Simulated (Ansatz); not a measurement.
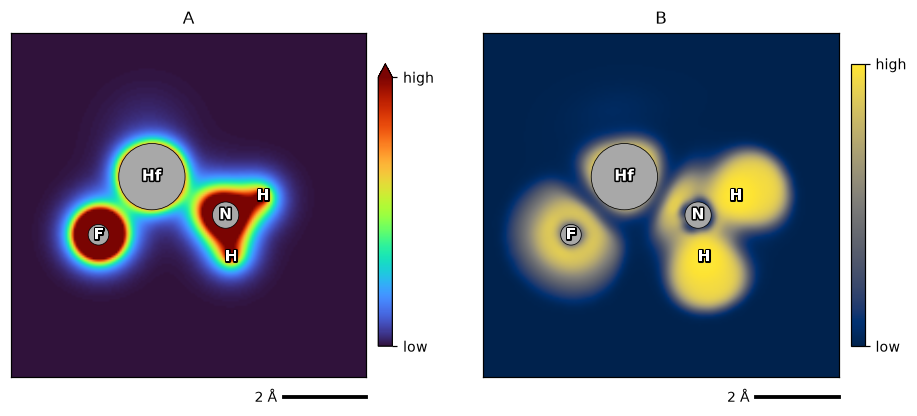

Cl₂FH₂HfN: 2 fields on the plane of atoms Hf1, N3 and H4, with unlabelled colour scales. Grey discs cover the atomic cores.

Core potentials replace the inner electrons of Hf.

Level of theory: Ansatz, UKS B3LYP-D4/def2-SVP.

| atom | x (Å) | y (Å) | z (Å) |
| --- | --- | --- | --- |
| Hf | 0.0650 | 0.0259 | 0.7467 |
| F | 1.7109 | -0.7737 | 1.2849 |
| N | 0.0442 | -0.1211 | -1.2580 |
| H | 0.7774 | -0.5407 | -1.8301 |
| Cl | -0.0711 | 2.3179 | 1.3311 |
| Cl | -1.8270 | -1.1171 | 1.5997 |
| H | -0.6995 | 0.2087 | -1.8742 |

Question: The panels show electron density and electron localisation function in some order. Assign them.

Answer: Panel A: electron density. Panel B: electron localisation function. From the grid: Hf–F (1.91 Å): the density is about 0.87 e/Å³ at the midpoint; the ELF peaks at about 0.85 in the valence shell of F, 0.5 Å from its nucleus, and drops to about 0.20 between the two atoms. Hf–N (2.01 Å): ρ at the midpoint is about 0.84 e/Å³; the ELF peaks at about 0.90 in the valence shell of N, 0.7 Å from its nucleus, and is about 0.25 at the midpoint.
